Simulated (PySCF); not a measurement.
# CH5GeSSe− (SMILES [GeH3][S]C[Se-]): levels of theory compared

We compute a comparison of 6 runs (HF/3-21G, HF/def2-SVP, r2SCAN/pcseg-1, PBE0/def2-SVP, r2SCAN/pcseg-2, MP2/def2-SVPD) of CH5GeSSe−. The job is set up through a Python script.

The results are computed with PySCF 2.14.0.

## Step 1: The structure to begin with

CH5GeSSe−: 9 atoms, total charge -1, spin state singlet. As SMILES, `[GeH3][S]C[Se-]`. The shape comes from GFN2-xTB, which is rough for such elements, and wasn't checked as a minimum. This is one conformer, not always the lowest.

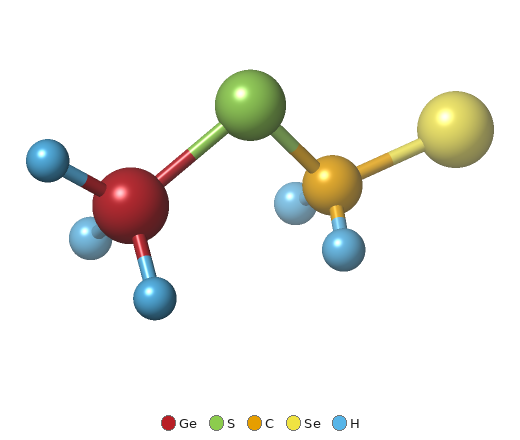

Viewed from a chosen angle; germanium red, sulfur green, carbon amber, selenium yellow, hydrogen blue.

## Step 2: Energy and forces at HF/3-21G (run 1)

calc.py reads:

```python
# [GeH3][S]C[Se-]
from pyscf import gto

mol = gto.M(
    atom='''
Ge       0.366440       1.493480      -0.061550
S       -0.155590      -0.064720       1.354270
C       -0.355500      -1.428550       0.119990
Se      -0.849430      -3.120680       0.873790
H        1.612510       1.204950      -0.871470
H        0.613720       2.797260       0.652740
H       -0.702380       1.772050      -1.095740
H        0.600710      -1.538790      -0.392000
H       -1.130470      -1.115000      -0.580010
''',
    max_memory=1860,
    verbose=4,
    charge=-1,
    basis='3-21g',
)

mf = mol.RHF()
mf.conv_tol = 1e-10
mf.kernel()
if not mf.converged:
    mf = mf.newton().run(mf.mo_coeff, mf.mo_occ)

e_final = mf.e_tot
print('E(%s) = %.9f' % ('HF', e_final))
grad = mf.nuc_grad_method().kernel()
dip = mf.dip_moment()
pop, q = mf.mulliken_pop()
```

The run is started by

```bash
$ OMP_NUM_THREADS=1 python calc.py
```

Standard output:

```text
PySCF version 2.14.0

[... 65 lines left out ...]
converged SCF energy = -4889.94427007731
[... 13 lines left out ...]
WARN: System has nonzero charge -1; the dipole moment is origin-dependent.
[... 2 lines left out ...]
Dipole moment(X, Y, Z, Debye):  3.27782, 11.02568, -5.66195
[... 47 lines left out ...]
pop of  3 Se 3s           2.00027
pop of  3 Se 4s           0.71090
pop of  3 Se 5s           1.21674
pop of  3 Se 2px          1.99769
pop of  3 Se 2py          1.99717
pop of  3 Se 2pz          1.99762
pop of  3 Se 3px          1.98998
pop of  3 Se 3py          1.98556
pop of  3 Se 3pz          1.98936
pop of  3 Se 4px          0.70961
pop of  3 Se 4py          0.47637
pop of  3 Se 4pz          0.67616
pop of  3 Se 5px          1.19026
pop of  3 Se 5py          0.42664
pop of  3 Se 5pz          1.08937
pop of  3 Se 3dxy         1.99817
pop of  3 Se 3dyz         1.99707
pop of  3 Se 3dz^2        1.99907
pop of  3 Se 3dxz         1.99960
pop of  3 Se 3dx2-y2      1.99723
pop of  4 H 1s            0.42285
pop of  4 H 2s            0.78695
pop of  5 H 1s            0.42474
pop of  5 H 2s            0.79213
pop of  6 H 1s            0.42319
pop of  6 H 2s            0.78675
pop of  7 H 1s            0.47106
pop of  7 H 2s            0.30542
pop of  8 H 1s            0.47109
pop of  8 H 2s            0.30568
 ** Mulliken atomic charges  **
charge of    0Ge =      0.82356
charge of    1S =     -0.23609
charge of    2C =     -0.95550
charge of    3Se =     -0.44210
charge of    4H =     -0.20980
charge of    5H =     -0.21687
charge of    6H =     -0.20994
charge of    7H =      0.22352
charge of    8H =      0.22322
```

Run time: 4.8 s. Hardware: 1 thread of Intel Xeon at 2.70GHz, shared host; peak memory 0.15 GiB.

## Step 3: Energy and forces at HF/def2-SVP (run 2)

input.py reads:

```python
import pyscf.grad
from pyscf import gto, scf

mol = gto.M(
    atom='''
Ge   0.366440   1.493480  -0.061550
S   -0.155590  -0.064720   1.354270
C   -0.355500  -1.428550   0.119990
Se  -0.849430  -3.120680   0.873790
H    1.612510   1.204950  -0.871470
H    0.613720   2.797260   0.652740
H   -0.702380   1.772050  -1.095740
H    0.600710  -1.538790  -0.392000
H   -1.130470  -1.115000  -0.580010
''',
    basis='def2-svp',
    verbose=3,
    charge=-1,
    max_memory=1860,
)

mf = scf.RHF(mol)
mf.conv_tol = 1e-10
mf.kernel()
if not mf.converged:
    mf = mf.newton().run(mf.mo_coeff, mf.mo_occ)

e_final = mf.e_tot
print('E = %.10f Eh' % e_final)
grad = mf.Gradients().kernel()
dip = mf.dip_moment()
pop, q = mf.mulliken_pop()
```

The run is started by

```bash
$ OMP_NUM_THREADS=1 python input.py
```

Standard output:

```text
converged SCF energy = -4912.82176699654
E = -4912.8217669965 Eh
--------------- RHF gradients ---------------
         x                y                z
0 Ge    -0.0009723908    -0.0032956010     0.0015831151
1 S     0.0017104345     0.0046324773    -0.0068157813
2 C    -0.0007637370     0.0007019177     0.0080970387
[... 5 lines of this table left out ...]
8 H    -0.0040895679    -0.0026690783     0.0012577210
----------------------------------------------

WARN: System has nonzero charge -1; the dipole moment is origin-dependent.
Location of origin: [0. 0. 0.]

Dipole moment(X, Y, Z, Debye):  3.17708, 10.92084, -4.94014
[... 92 lines left out ...]
pop of  3 Se 5dxy         0.01745
pop of  3 Se 5dyz         0.02326
pop of  3 Se 5dz^2        0.01371
pop of  3 Se 5dxz         0.01218
pop of  3 Se 5dx2-y2      0.02410
pop of  4 H 1s            0.73777
pop of  4 H 2s            0.43216
pop of  4 H 2px           0.00712
pop of  4 H 2py           0.00113
pop of  4 H 2pz           0.00363
pop of  5 H 1s            0.73951
pop of  5 H 2s            0.43222
pop of  5 H 2px           0.00106
pop of  5 H 2py           0.00808
pop of  5 H 2pz           0.00283
pop of  6 H 1s            0.73822
pop of  6 H 2s            0.43204
pop of  6 H 2px           0.00539
pop of  6 H 2py           0.00115
pop of  6 H 2pz           0.00535
pop of  7 H 1s            0.76030
pop of  7 H 2s            0.15490
pop of  7 H 2px           0.01464
pop of  7 H 2py           0.00368
pop of  7 H 2pz           0.00593
pop of  8 H 1s            0.76040
pop of  8 H 2s            0.15500
pop of  8 H 2px           0.01179
pop of  8 H 2py           0.00390
pop of  8 H 2pz           0.00855
 ** Mulliken atomic charges  **
charge of    0Ge =      0.60127
charge of    1S =     -0.29235
charge of    2C =     -0.17318
charge of    3Se =     -0.70898
charge of    4H =     -0.18182
charge of    5H =     -0.18370
charge of    6H =     -0.18215
charge of    7H =      0.06056
charge of    8H =      0.06035
```

Run time: 27 s. Hardware: 1 thread of Intel Xeon at 2.70GHz, shared host; peak memory 0.32 GiB.

Runs 3 to 5 aren't shown in full; the table further down has their settings and results.

## Step 4: Energy and forces at MP2/def2-SVPD (run 6)

input.py, as its differences from that of step 3:

```diff
@@ -1,3 +1,2 @@
-import pyscf.grad
-from pyscf import gto, scf
+from pyscf import gto, scf, mp
 
@@ -15,6 +14,6 @@
 ''',
-    basis='def2-svp',
-    verbose=3,
+    max_memory=1860,
     charge=-1,
-    max_memory=1860,
+    basis='def2-svpd',
+    verbose=4,
 )
@@ -27,5 +26,6 @@
 
-e_final = mf.e_tot
-print('E = %.10f Eh' % e_final)
-grad = mf.Gradients().kernel()
+pt = mp.MP2(mf, frozen=24).run()
+e_final = pt.e_tot
+print(f'total energy: {e_final:.8f} hartree')
+grad = pt.nuc_grad_method().kernel()
 dip = mf.dip_moment()
```

The run is started by

```bash
$ OMP_NUM_THREADS=1 python input.py
```

Standard output:

```text
PySCF version 2.14.0

[... 69 lines left out ...]
converged SCF energy = -4912.85002124353
[... 8 lines left out ...]
total energy: -4913.63433961 hartree
[... 9 lines left out ...]
WARN: System has nonzero charge -1; the dipole moment is origin-dependent.
[... 2 lines left out ...]
Dipole moment(X, Y, Z, Debye):  3.36306, 11.57698, -5.20286
[... 137 lines left out ...]
pop of  5 H 2px           0.00104
pop of  5 H 2py           0.00791
pop of  5 H 2pz           0.00280
pop of  5 H 3px           0.00094
pop of  5 H 3py           0.00826
pop of  5 H 3pz          -0.00817
pop of  6 H 1s            0.73927
pop of  6 H 2s            0.36446
pop of  6 H 2px           0.00532
pop of  6 H 2py           0.00116
pop of  6 H 2pz           0.00535
pop of  6 H 3px          -0.00820
pop of  6 H 3py           0.00828
pop of  6 H 3pz           0.01099
pop of  7 H 1s            0.75879
pop of  7 H 2s            0.08480
pop of  7 H 2px           0.01458
pop of  7 H 2py           0.00345
pop of  7 H 2pz           0.00591
pop of  7 H 3px           0.03887
pop of  7 H 3py          -0.02663
pop of  7 H 3pz           0.02559
pop of  8 H 1s            0.75880
pop of  8 H 2s            0.08582
pop of  8 H 2px           0.01148
pop of  8 H 2py           0.00384
pop of  8 H 2pz           0.00861
pop of  8 H 3px           0.02864
pop of  8 H 3py          -0.02336
pop of  8 H 3pz           0.03350
 ** Mulliken atomic charges  **
charge of    0Ge =      0.70358
charge of    1S =     -0.60414
charge of    2C =     -0.27962
charge of    3Se =     -0.63346
charge of    4H =     -0.12701
charge of    5H =     -0.12002
charge of    6H =     -0.12664
charge of    7H =      0.09465
charge of    8H =      0.09266
```

Run time: 1.8 min. Hardware: 1 thread of Intel Xeon at 2.70GHz, shared host; peak memory 1.9 GiB.

## Step 5: All runs side by side

| run | level | integration grid | frozen core orbitals | energy (Eh) | HOMO energy (eV) | LUMO energy (eV) | HOMO–LUMO gap (eV) | wall time |
| --- | --- | --- | --- | --- | --- | --- | --- | --- |
| 1 | HF/3-21G | – | – | -4889.944270 | -1.94 | 7.04 | 8.98 | 4.8 s |
| 2 | HF/def2-SVP | – | – | -4912.821767 | -2.18 | 7.54 | 9.71 | 27 s |
| 3 | r2SCAN/pcseg-1 | 5 | – | -4917.291068 | 0.89 | 3.29 | 2.40 | 2.4 min |
| 4 | PBE0/def2-SVP | 5 | – | -4916.457349 | 0.29 | 4.23 | 3.94 | 62 s |
| 5 | r2SCAN/pcseg-2 | 5 | – | -4917.952824 | 0.43 | 2.93 | 2.50 | 13 min |
| 6 | MP2/def2-SVPD | – | 24 | -4913.634340 | -2.84 | 4.56 | 7.39 | 1.8 min |

## Step 6: Summary of results

| quantity | value |
| --- | --- |
| run 6: total energy | -4913.63434 Eh |
| run 6: HOMO energy (Hartree–Fock orbitals) | -2.84 eV |
| run 6: LUMO energy (Hartree–Fock orbitals) | 4.56 eV |
| run 6: HOMO–LUMO gap (to an unbound level, set by the basis) | 7.39 eV |
| run 6: correlation energy (24 core orbitals frozen) | -784.3 mEh |
| run 6: largest force on an atom | 0.809 eV/Å |

**Reading.** Over runs 1, 2, 3, 4, 5 the HOMO–LUMO gap runs from 2.40 eV (r2SCAN/pcseg-1) to 9.71 eV (HF/def2-SVP). The two ends differ in method and basis. The empty levels of an anion lie above zero and hang on the basis. Totals of different functionals can't be ranked against each other. In runs 3, 4, 5 the HOMO lies above zero, so the outermost electron may be held by the basis alone. All runs together took 18 min, the longest 13 min.
